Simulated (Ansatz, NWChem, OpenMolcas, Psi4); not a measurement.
**Computed against measured: atomisation enthalpy at 298 K**

6 molecules with nitrogen; the atomisation enthalpy at 298 K in kJ/mol, computed less measured. Shapes, held fixed at every level: PBE0-D4/def2-TZVP. Flexible molecules stand in one conformer, not always the lowest. Thermal terms are harmonic and unscaled (PBE0-D4/def2-TZVP); the spin-orbit lowering of the free atoms is taken from their spectra. Programs: Ansatz 0.2.0, NWChem 7.3.0, OpenMolcas 26.06, Psi4 1.11. A level may come from different programs for different species; with the same settings they agree closely. Measured values: Active Thermochemical Tables, NIST-JANAF tables.

Levels: A = SVWN5/cc-pVTZ; B = PBE-D4/def2-TZVPP; C = r2SCAN/STO-3G; D = r2SCAN/cc-pVTZ; E = CCSD(T)/def2-TZVPP.

```
                  molecule  from tabulated heats     A     B     C    D    E
    HCN (hydrogen cyanide)                  1278  +196   +54   -25  -23  -50
       N2O (nitrous oxide)                  1112  +380  +168  -326  +20  -73
        HOCN (cyanic acid)                  1671  +353  +103   -96   -9  -70
NF3 (nitrogen trifluoride)                   843  +449  +162  +107  +35  -62
        CH3N (methanimine)                  1755  +266   +55  +120  -16  -56
          N2H4 (hydrazine)                  1721  +310   +57    -2  -31  -73
```

**Question.** Which level does best on this set, which worst, and which err to one side?

**Answer.** 
```tsv
level	kind	mean error	mean absolute error	worst case
SVWN5/cc-pVTZ	LDA	+325.7	325.7	NF3
PBE-D4/def2-TZVPP	GGA	+99.8	99.8	N2O
r2SCAN/STO-3G	meta-GGA	-37.0	112.7	N2O
r2SCAN/cc-pVTZ	meta-GGA	-4.0	22.3	NF3
CCSD(T)/def2-TZVPP	coupled cluster or CI	-64.0	64.0	N2O
```

On this set r2SCAN/cc-pVTZ has the smallest mean absolute error and SVWN5/cc-pVTZ the largest. SVWN5/cc-pVTZ is too high in 6 of 6; PBE-D4/def2-TZVPP is too high in 6 of 6; r2SCAN/STO-3G is too low in 4 of 6; r2SCAN/cc-pVTZ is too low in 4 of 6; CCSD(T)/def2-TZVPP is too low in 6 of 6. Heats of the atoms come from ATcT where it has them. The levels differ in basis as well as in method. Correlated wave functions converge slowly with the basis. The set is small.

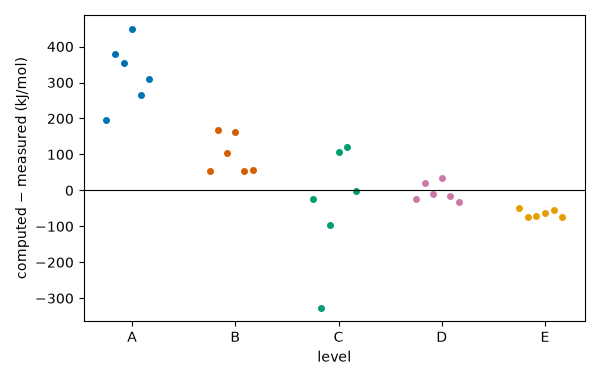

Errors of each level, one point a molecule.
